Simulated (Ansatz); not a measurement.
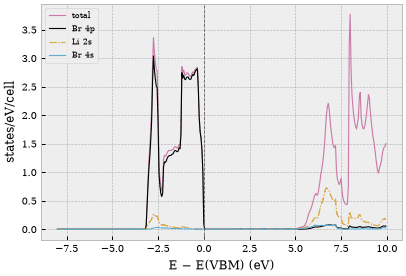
Figure. Total and projected density of states of LiBr (rock salt, space group No. 225), DFT-PBEsol in the program Ansatz with PAW potentials

Which orbitals carry the states next to the gap?

Top 1 eV of the valence band: Br 4p 98 %. Bottom 1 eV of the conduction band: Li 2s 33 %, Br 4s 15 %, Br 4p 5 %, outside the projected shells 47 %. Projections are on Löwdin-orthogonalised atomic valence shells; empty p or d shells of many metals are not among them.

Where is the tallest occupied peak in this window, and what makes it?

Near -2.7 eV, about 3.4 states/eV per cell; the largest projected share is Br 4p.

Space group Fm-3m (rock salt). The PBEsol relaxation kept the symmetry of its start. Spin–orbit coupling is left out wherever it is not named.

Potentials: the later of the program's two PAW sets.
